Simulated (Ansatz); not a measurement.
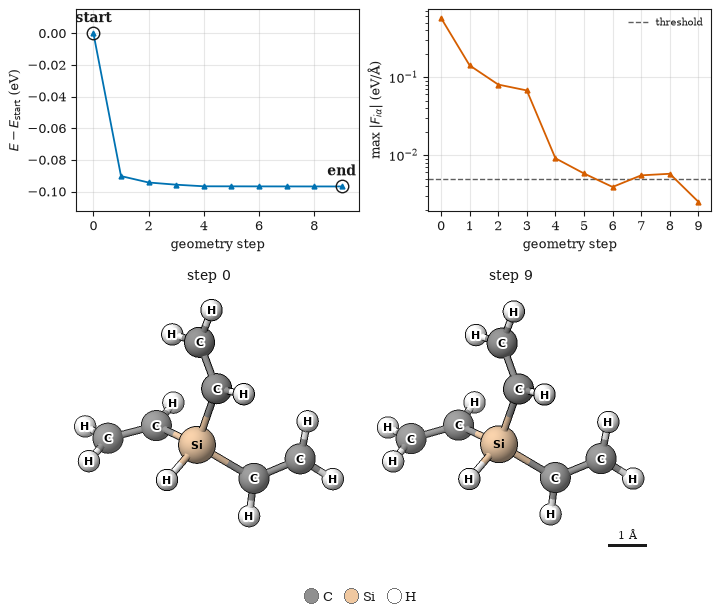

First and last geometry of a relaxation of C₆H₁₀Si, with the history of the run. Style: ball-and-stick. Shown at a tilt.

The start comes from PBE-D4/def2-SVP.

Theory: Ansatz, RKS PBE0-D4/def2-TZVP.

The input:
```yaml
crystal:
  periodic: [false, false, false]
  atoms:
    - {symbol: C, position_ang: [1.134603, -2.018543, 1.523064]}
    - {symbol: C, position_ang: [1.155059, -0.669993, 1.510147]}
    - {symbol: Si, position_ang: [0.587344, 0.376390, 0.049655]}
    - {symbol: C, position_ang: [0.401898, -0.723028, -1.467690]}
    - {symbol: C, position_ang: [-0.710059, -0.772745, -2.229286]}
    - {symbol: C, position_ang: [-1.045661, 1.225006, 0.443250]}
    - {symbol: C, position_ang: [-1.241002, 2.557490, 0.374086]}
    - {symbol: H, position_ang: [1.455384, -2.604927, 2.402359]}
    - {symbol: H, position_ang: [0.792712, -2.602691, 0.649700]}
    - {symbol: H, position_ang: [1.505697, -0.144597, 2.419676]}
    - {symbol: H, position_ang: [1.610204, 1.458325, -0.205194]}
    - {symbol: H, position_ang: [1.259634, -1.362021, -1.755355]}
    - {symbol: H, position_ang: [-0.786955, -1.422628, -3.118935]}
    - {symbol: H, position_ang: [-1.598162, -0.156638, -1.999502]}
    - {symbol: H, position_ang: [-1.894995, 0.587867, 0.757469]}
    - {symbol: H, position_ang: [-0.433032, 3.246669, 0.070402]}
    - {symbol: H, position_ang: [-2.211668, 3.025664, 0.616453]}
basis:
  gaussian: {orbitals: def2-TZVP}
hamiltonian: {xc: pbe0, dispersion: d4}
relax: {f_tol: 0.005, max_steps: 150}
```

Command:
```bash
ansatz run in.yaml --threads 4 --pin off --events-out ev --progress --plain --max-ram 11315MiB
```

What do the curves and the structures tell?

It converged. The energy falls by 0.097 eV in 9 geometry steps. Largest force component: 0.57 eV/Å at the start, 0.0025 eV/Å at the end. The largest move after the best rigid fit is that of H16, 0.062 Å. Largest moves by element: H 0.062 Å, C 0.037 Å, Si 0.024 Å. Among the contacts that change: C2–Si3 1.884 → 1.865 Å, C1–C2 1.349 → 1.330 Å, Si3–H11 1.511 → 1.492 Å, C2–H10 1.107 → 1.090 Å. Cost: 68 s on 4 threads of Arm Neoverse V2 (shared host).
